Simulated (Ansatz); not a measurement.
# Charge trapping in a frame of liquid mixture of pyrrole and H2O from 300 K (194 atoms), part 2 of 4

Does an extra electron or hole in a frame of liquid mixture of pyrrole and H2O from 300 K (194 atoms) stay spread out, or do the atoms trap it?

Ansatz 0.2.0; Kohn-Sham DFT, r2SCAN+D4, PAW (set soft_2), plane waves.

The cell: 20 C, 5 N, 121 H and 48 O. The network of contacts between molecules at the start is that of the classical potential that made the cell. Only the Γ point is sampled, in a cell whose shortest periodic width is 13 Å. The liquid is relaxed first.

So far. Step 2 (Single point at the start): The r.m.s. force at the start is 0.79 eV/Å. Step 3 (Relaxation): The relaxation converged after 46 steps, 12.1 eV below its start, with a largest force component of 0.058 eV/Å.

**4. Single point at the relaxed geometry**

The electronic structure is read at the final geometry, in a run of its own.

The input, input.yaml:

```yaml
crystal:
  lattice:
    - [12.62234, 0.0, 0.0]
    - [0.0, 12.62234, 0.0]
    - [0.0, 0.0, 12.62234]
  atoms:
    - { symbol: C, position: [0.32965, 0.16434, 0.27519] }
    - { symbol: C, position: [0.36914, 0.197, 0.1748] }
    - { symbol: C, position: [0.29306, 0.17154, 0.10054] }
    - { symbol: "N", position: [0.21019, 0.12523, 0.1521] }
    - { symbol: C, position: [0.23112, 0.12013, 0.25784] }
    - { symbol: H, position: [0.36947, 0.17057, 0.35055] }
    [... 182 atom lines left out ...]
    - { symbol: O, position: [0.2425, 0.63172, 0.69973] }
    - { symbol: H, position: [0.30573, 0.59004, 0.68176] }
    - { symbol: H, position: [0.18498, 0.58886, 0.67029] }
    - { symbol: O, position: [0.48255, 0.08516, 0.62573] }
    - { symbol: H, position: [0.43751, 0.09196, 0.68847] }
    - { symbol: H, position: [0.47956, 0.01185, 0.60337] }
kpoints:
  mp_grid: { grid: [1, 1, 1] }
hamiltonian:
  xc: r2scan
  dispersion: d4
scf:
  occupations: { method: fixed }
output:
  forces: true
  stress: true
  populations: true
  dos:
    method: { smearing: { sigma: 0.1 } }
    de: 0.1
    projected: { site_lists: { C: [C], H: [H], "N": ["N"], O: [O] } }
  eigenvalues: true
  write_density: true
  write_potential: true
  volumetric_format: npy
```

On the command line:

```
> ansatz run input.yaml --threads 4 --pin off --max-ram 8192MiB --backend cpu --events-out ev --progress --plain --runs-dir out
```

Numbers of over 12 decimals in the logs are rounded to 6 here.

The program printed:

```text
[...]
Crystal: 194 atoms, lattice volume = 2011.035 Å³
Basis set: ecut = 500 eV, 50883 PW (Γ), exchange–correlation on 384×384×384 points (64 copies of the dense FFT grid, shifted against one another)
Bands: 451, of which v1, the nominal top of the filled ones, is band 257 counted from 1 (256 counted from 0)
Symmetry: 1 space group operations
[...]
k-points: 1
[...]
SCF iter   1: F=—  HF=-36207.558072 eV  |F-HF|=—  |Δ(HF+E_count)|=         —  Δρ=5.97e-3  dr2=8.57e-1  dr2_τ=1.24e1  ethr=1.77e-3  ⟨swp⟩=5.0  Hψ=1569  notcnv=0  defer=191
[...]
SCF iter  10: F=-36204.493026 eV  HF=-36204.493026 eV  |F-HF|=5.33e-8  |Δ(HF+E_count)|=   3.39e-7  Δρ=7.82e-7  dr2=1.74e-8  dr2_τ=1.24e-9  ethr=1.95e-11  ⟨swp⟩=21.0  Hψ=4853  notcnv=0
SCF 1 converged in 10 iterations: F = -36204.493026 eV  dr2 = 1.74e-8
[...]
WARN: The input density's exchange-correlation potential varies sharply where the density is thin. Do not read a vacuum level from v_tot or v_xc, or from such a field of the output density. On a cell that repeats whose density bears no net charge and no dipole along the vacuum's axis use v_es (v_loc + v_h of the components); [...]
SCF converged after 10 iterations
Free energy (F): -36204.493026 eV
[...]
Internal energy: -36204.493026 eV  (E = F + TS)
E sigma→0 (E₀):  -36204.493026 eV
Fermi energy:    -0.882574 eV
[...]
--- Forces (eV/Å), atoms counted from 1 ---
  atom   1  C      0.00319571     0.00647275    -0.00078706
  atom   2  C     -0.00411721    -0.00065843    -0.00565947
  atom   3  C     -0.00200344     0.00010998     0.00325218
  atom   4  N      0.01947303     0.00048677     0.01268054
  atom   5  C     -0.00686795    -0.00208286    -0.00665516
  atom   6  H      0.00586018    -0.00039260     0.00342243
  atom   7  H      0.00396190     0.00084309    -0.00133825
  atom   8  H      0.00062587    -0.00093813    -0.00679456
  atom   9  H     -0.02261186    -0.00662317    -0.00330912
  atom  10  H      0.00291444     0.00147378     0.00345908
  atom  11  C     -0.00834691    -0.00257710    -0.00396480
  atom  12  C     -0.00518280     0.00421544    -0.00004370
  atom  13  C      0.00230947    -0.00122234     0.00045171
  atom  14  N     -0.00161085    -0.00424948     0.00438039
[...]
atom 193  H     -0.00167475     0.00162012    -0.00598682
  atom 194  H      0.00702927    -0.00033755     0.00233861
  max |Σ_I F_I| component: 1.38e-4 eV/Å
--- Stress (GPa, compression-positive) ---
       -0.589212       0.105530       0.002046
        0.105530      -0.618775      -0.002803
        0.002048      -0.002802      -0.493510
  P = ⅓ Tr σ = -0.5672 GPa (-5.672 kbar)
--- Band table (eV) ---
[...]
--- Löwdin populations: 194 sites ---
  site symbol       q [e]
     0      C      4.2354
     1      C      4.2245
     2      C      4.0910
[...]
193      H      0.6008
  spilling = 0.011644 (of n_electrons = 514.000000)
```

Wall time 2 min (4 threads of Arm Neoverse V1, shared host); peak memory 5.5 GiB; 7.9 min of CPU time.

The program notes that the exchange-correlation potential is rough where the density is thin.

Read from the output:

```
free energy                                      : -36204.4930 eV
free energy per atom                             : -186.6211 eV/atom
SCF cycles                                       : 10
pressure                                         : -0.5672 GPa
r.m.s. force component                           : 0.00605 eV/Å
longest force                                    : 0.07043 eV/Å
Fermi energy                                     : -0.8826 eV
gap (highest filled to lowest empty level) : 3.672 eV
spilling of the projection                       : 0.01164
```

Löwdin charges by element (they lack the spilled electrons, 0.031 e an atom on average):

```csv
element,coordination,atoms,mean charge (e),spread,least,most
C,all,20,-0.160,0.0622,-0.235,-0.0843
H,all,121,0.366,0.0729,0.192,0.417
N,all,5,-0.182,0.0114,-0.193,-0.162
O,all,48,-0.712,0.0123,-0.743,-0.688
```

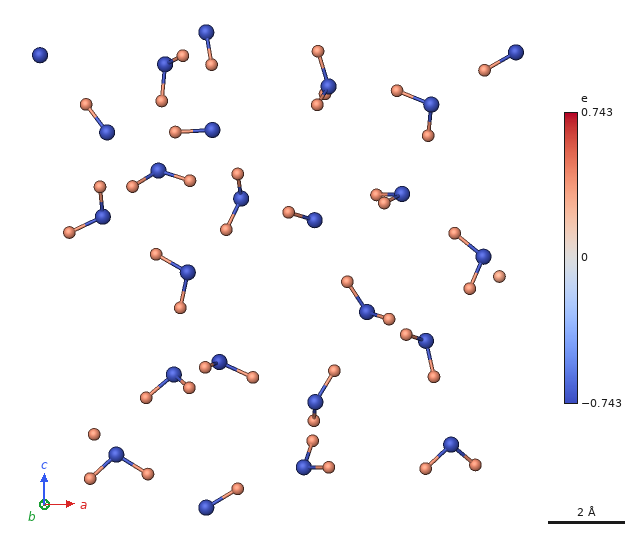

Atoms coloured by Löwdin charge. Drawn is a slice 4 Å thick, seen along the normal of the ac plane. Bonds to atoms that aren't drawn are left out.

States in the cell by windows of 1 eV, zero at the Fermi level; the larger projections on atomic orbitals stand beside the total:

| from (eV) | to (eV) | total | O p | H s | C p | N p |
| --- | --- | --- | --- | --- | --- | --- |
| -18 | -16 | 0.0 | 0.0 | 0.0 | 0.0 | 0.0 |
| -16 | -15 | 6.5 | 0.0 | 0.7 | 1.6 | 0.4 |
| -15 | -14 | 4.3 | 0.0 | 0.5 | 0.9 | 0.3 |
| -14 | -13 | 9.2 | 0.0 | 1.1 | 1.1 | 1.7 |
| -13 | -11 | 0.0 | 0.0 | 0.0 | 0.0 | 0.0 |
| -11 | -10 | 5.7 | 0.1 | 1.3 | 1.2 | 1.8 |
| -10 | -9 | 34.1 | 11.7 | 8.1 | 6.6 | 3.3 |
| -9 | -8 | 79.8 | 51.1 | 22.4 | 3.4 | 0.4 |
| -8 | -7 | 6.4 | 4.5 | 1.8 | 0.0 | 0.0 |
| -7 | -6 | 17.7 | 10.8 | 2.4 | 2.1 | 0.7 |
| -6 | -5 | 62.2 | 30.1 | 7.7 | 13.1 | 6.4 |
| -5 | -4 | 61.0 | 34.7 | 5.7 | 15.0 | 1.3 |
| -4 | -3 | 37.9 | 36.3 | 0.3 | 0.5 | 0.1 |
| -3 | -2 | 61.7 | 60.5 | 0.2 | 0.2 | 0.1 |
| -2 | -1 | 9.6 | 1.6 | 0.0 | 5.2 | 2.7 |
| -1 | 0 | 11.4 | 0.2 | 0.0 | 10.5 | 0.7 |
| 0 | 1 | 0.5 | 0.0 | 0.0 | 0.5 | 0.0 |
| 1 | 3 | 0.0 | 0.0 | 0.0 | 0.0 | 0.0 |
| 3 | 4 | 2.0 | 0.0 | 1.2 | 0.0 | 0.0 |
| 4 | 5 | 12.7 | 0.4 | 4.2 | 3.4 | 1.0 |

With fixed occupations the program's Fermi level is the highest filled level; weight inside the gap is the broadening of levels at its edges.

Between -23 and -18 eV lie 106 more states.

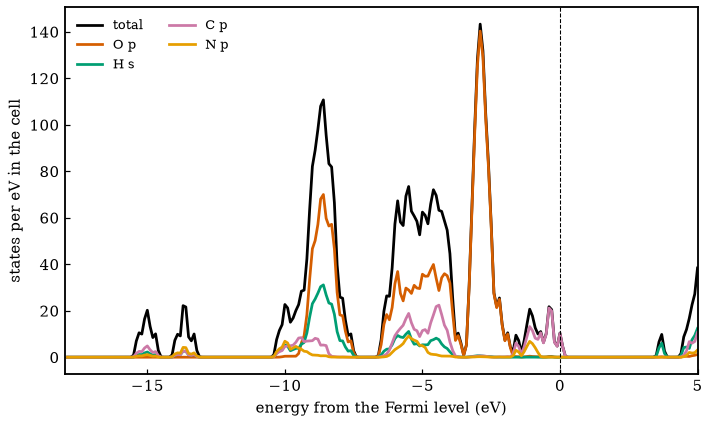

Total and projected density of states, with the broadening of the input.

The levels nearest the highest filled one (over half full), pooled over k-points and spins:

```csv
level less the highest filled one (eV),occupation
-0.881,2
-0.693,2
-0.443,2
-0.355,2
-0.296,2
0,2
3.67,0
4.55,0
4.72,0
4.80,0
4.89,0
4.98,0
```

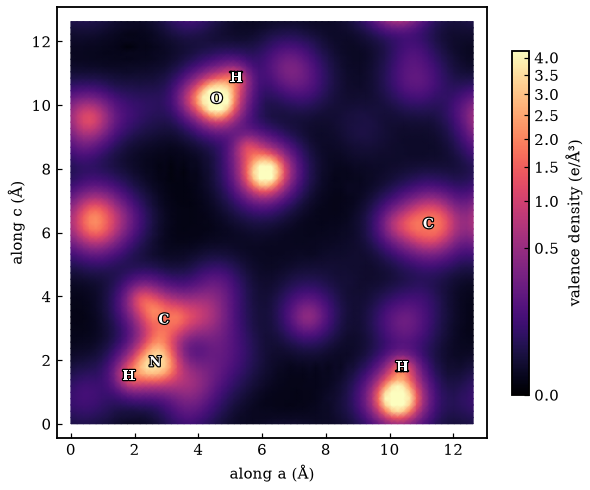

Valence density in the ac plane at fractional y = 0.110, with atoms of N and C and H and O within 0.2 Å of it. It is the smooth field of the valence electrons, not physical close to the nuclei. The colour scale is stretched toward low values.

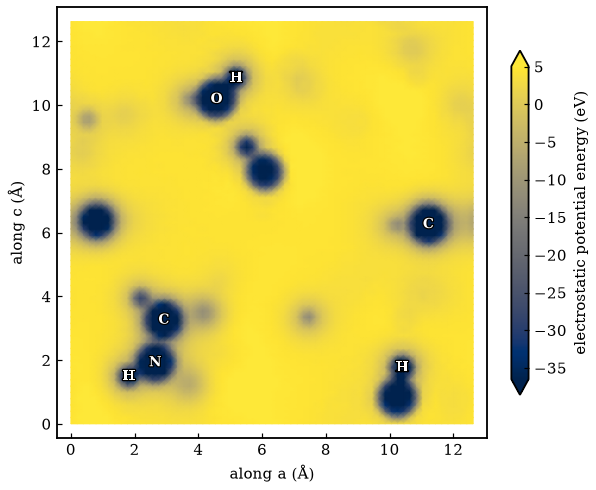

Electrostatic potential energy in the ac plane at fractional y = 0.110, with atoms of N and C and H and O within 0.2 Å of it. With pseudopotentials it is smooth inside the atoms' cores, unlike the true potential.

The highest filled and lowest empty levels differ by 3.67 eV (at Γ alone); a semilocal functional tends to put such gaps too low. In a disordered cell it changes from sample to sample and from frame to frame. Mean Löwdin charges: C -0.16, H +0.37, N -0.18, O -0.71 e (they miss 1.2 % of the electrons, so they add up to more than the cell's charge). The largest share in the top eV of filled states is C p (92 % of the projected weight), and in the lowest eV of empty states H s (61 % of the projected weight).

**5. An extra electron, atoms held**

The electron count changes by one with the atoms held: a vertical process, on a uniform background, with spin and a narrow Fermi–Dirac smearing. Its energy against the neutral cell hangs on the program's zero of potential.

The input, input.yaml:

```yaml
crystal:
  lattice:
    - [12.62234, 0.0, 0.0]
    - [0.0, 12.62234, 0.0]
    - [0.0, 0.0, 12.62234]
  atoms:
    [... the 194 atom lines of step 4 ...]
total_charge: -1
kpoints:
  mp_grid: { grid: [1, 1, 1] }
hamiltonian:
  xc: r2scan
  dispersion: d4
scf:
  occupations: { method: fermi_dirac, width: 0.01 }
  lower_state_search: "off"
output:
  forces: true
  stress: true
  populations: intrinsic
  dos:
    method: { smearing: { sigma: 0.15 } }
    de: 0.1
    projected: { site_lists: { C: [C], H: [H], "N": ["N"], O: [O] } }
  eigenvalues: true
  write_density: true
  write_potential: true
  volumetric_format: npy
magnetization:
  spin_polarized: true
  initial_magnetization: 1
```

The program printed:

```text
[...]
Crystal: 194 atoms, lattice volume = 2011.035 Å³
Basis set: ecut = 500 eV, 50883 PW (Γ), exchange–correlation on 384×384×384 points (64 copies of the dense FFT grid, shifted against one another)
Bands: 452, of which v1, the nominal top of the filled ones, is band 258 counted from 1 (257 counted from 0)
Symmetry: 1 space group operations
[...]
k-points: 1
[... 12 lines on functional and potentials left out ...]
Starting moments: Σ|m| = 1 μB on 194 of 194 sites
[...]
SCF iter   1: F=-36105.447262 eV  HF=-36273.175797 eV  |F-HF|=1.68e2  |Δ(HF+E_count)|=         —  Δρ=5.48e-2 (↑5.48e-2 ↓5.46e-2)  dr2=2.46e2  dr2_τ=7.79e0  dr2_m=1.25e-1  M=1.000 μB ∫|m|=1.054 μB  β_m=1.00  ethr=3.10e-3  ⟨swp⟩=6.0  Hψ=4138  notcnv=0  defer=75
[...]
spin=Collinear: Resta preconditioning applied to the charge; magnetization (m = ρ↑ − ρ↓) channel mixes plain (no charge-response kernel on spin).
SCF iter   2: F=-36179.092490 eV  HF=-36212.999308 eV  |F-HF|=3.39e1  |Δ(HF+E_count)|=         —  Δρ=2.99e-2 (↑2.99e-2 ↓2.97e-2)  dr2=7.04e1  dr2_τ=8.65e-1  dr2_m=8.98e-2  M=0.856 μB ∫|m|=1.149 μB  β_m=0.30  ethr=3.10e-3  ⟨swp⟩=3.0  Hψ=1588  notcnv=0  defer=375
[...]
SCF iter   7: F=-36201.780152 eV  HF=-36201.760942 eV  |F-HF|=1.92e-2  |Δ(HF+E_count)|=   3.42e-2  Δρ=6.50e-4 (↑6.23e-4 ↓6.50e-4)  dr2=1.24e-2  dr2_τ=3.15e-4  dr2_m=4.83e-3  M=0.129 μB ∫|m|=0.254 μB  β_m=0.54  ethr=1.31e-5  ⟨swp⟩=4.5  Hψ=976  notcnv=0  defer=375
[...]
spin-set hold released at iteration 7 (site moments contracting): the magnetisation degrees of freedom join the quasi-Newton model from the next iteration; the mixer history was flushed
SCF iter   8: F=-36201.783357 eV  HF=-36201.772234 eV  |F-HF|=1.11e-2  |Δ(HF+E_count)|=   1.13e-2  Δρ=4.25e-4 (↑4.08e-4 ↓4.25e-4)  dr2=6.86e-3  dr2_τ=1.23e-4  dr2_m=1.71e-3  M=0.163 μB ∫|m|=0.248 μB  β_m=0.30  ethr=2.41e-6  ⟨swp⟩=3.5  Hψ=984  notcnv=0  defer=375  κ⁻¹=1.0e0(r=1)
SCF iter   9: F=-36201.785847 eV  HF=-36201.783301 eV  |F-HF|=2.55e-3  |Δ(HF+E_count)|=   1.11e-2  Δρ=1.60e-4 (↑1.42e-4 ↓1.60e-4)  dr2=1.16e-3  dr2_τ=1.71e-5  dr2_m=1.84e-4  M=0.279 μB ∫|m|=0.307 μB  β_m=0.30  ethr=1.33e-6  ⟨swp⟩=4.5  Hψ=1389  notcnv=0  defer=375  κ⁻¹=2.6e-2(r=2)
[...]
SCF iter  17: F=-36201.791641 eV  HF=-36201.791641 eV  |F-HF|=1.25e-7  |Δ(HF+E_count)|=   8.09e-7  Δρ=1.32e-6 (↑1.21e-6 ↓1.32e-6)  dr2=5.26e-8  dr2_τ=1.53e-9  dr2_m=2.37e-8  M=0.919 μB ∫|m|=0.967 μB  β_m=1.20  ethr=1.94e-11  ⟨swp⟩=21.0  Hψ=9240  notcnv=0  κ⁻¹=5.5e-5(r=8)
SCF iter  18: F=-36201.791641 eV  HF=-36201.791641 eV  |F-HF|=7.57e-9  |Δ(HF+E_count)|=   1.90e-7  Δρ=3.18e-7 (↑3.18e-7 ↓3.07e-7)  dr2=9.00e-9  dr2_τ=8.84e-11  dr2_m=4.85e-10  M=0.918 μB ∫|m|=0.965 μB  ethr=1.02e-11  ⟨swp⟩=7.0  Hψ=5167  notcnv=0
SCF 1 converged in 18 iterations: F = -36201.791641 eV  dr2 = 9.00e-9
[...]
this state was not tested for a lower state beside it, because the mixer in use, unlike msr1, does not test its closes by its own steps (another_mixer; see scf.mixing.algorithm and scf.lower_state_search)
SCF converged after 18 iterations
Magnetization: 0.9175 μB (257.9588 up, 257.0412 down)
Absolute magnetization: 0.9664 μB (∫|ρ↑−ρ↓|, with the PAW one-centre terms)
[...]
Per-site moments (μB) at R_I (Å): [(0.000219583, 0.444971), (0.000407842, 0.444562), (0.000453614, 0.444406), (0.000144172, 0.421040), (0.000161151, [...]
Free energy (F): -36201.791641 eV
[...]
Internal energy: -36201.788205 eV  (E = F + TS)
E sigma→0 (E₀):  -36201.789923 eV
Entropy (-TS):   -0.003437 eV (-0.018 meV/atom)
Fermi energy:    2.719716 eV
[...]
Σ components = -36201.791641   (vs F -36201.791641, Δ=0.00e0)
--- Forces (eV/Å), atoms counted from 1 ---
  atom   1  C     -0.00164823    -0.01049649    -0.02419032
  atom   2  C     -0.02417782    -0.02722834    -0.00491046
  atom   3  C      0.00443423    -0.01233229     0.03500036
  atom   4  N      0.04154646     0.00345465     0.01784081
[...]
atom 194  H     -0.00412612    -0.03289854     0.00115406
  max |Σ_I F_I| component: 1.44e-4 eV/Å
--- Stress (GPa, compression-positive) ---
       -0.513010       0.100626      -0.000137
        0.100626      -0.526389       0.001403
       -0.000135       0.001405      -0.395536
  P = ⅓ Tr σ = -0.4783 GPa (-4.783 kbar)
--- Band table (eV) ---
[...]
--- intrinsic populations: 194 sites ---
  site symbol       q [e]    m [muB]
     0      C      4.2946     0.0014
     1      C      4.2838     0.0022
     2      C      4.1497     0.0022
[...]
193      H      0.6172     0.0063
  spilling = 0.000000 (of n_electrons = 515.000000)
```

It took 7.4 min on 4 threads; peak memory 6.4 GiB; 29 min of CPU time.

The program notes that it cut back its work space to fit the memory limit and the stability of the SCF solution was not settled.

An extra electron, atoms held: the energy stands 2.70 eV above that of the reference, with a moment of 0.92 μB.

The levels nearest the highest filled one (over half full), pooled over k-points and spins:

```
level less the highest filled one (eV)  occupation
                                 -3.99           1
                                 -3.69           1
                                 -3.69           1
                                     0       0.959
                                0.0629       0.041
                                 0.842           0
                                 0.905           0
                                  1.04           0
```

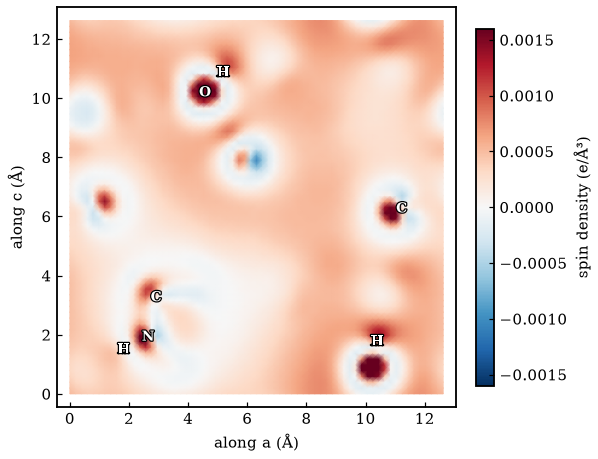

Spin density in the ac plane at fractional y = 0.110, with atoms of N and C and H and O within 0.2 Å of it.

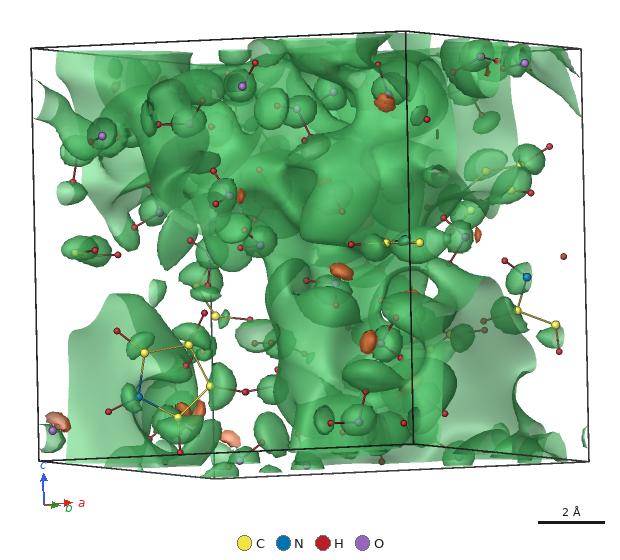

Surfaces of spin density = ±6.6e-4 e/Å³, which hold about 50 % of the integral of its size. The two colours are the two signs. Bonds to atoms that aren't drawn are left out.

[end of part 2 of 4]

[Logs are printed without paths, hosts, clocks, repeated set-up lines and the standing remarks that a program may print on its own settings, such as how far it seeks lower states.]

[Hosts, paths, dates, database ids (printed as entryN), source tags and the programs' standing remarks are cut or masked in the printed files.]
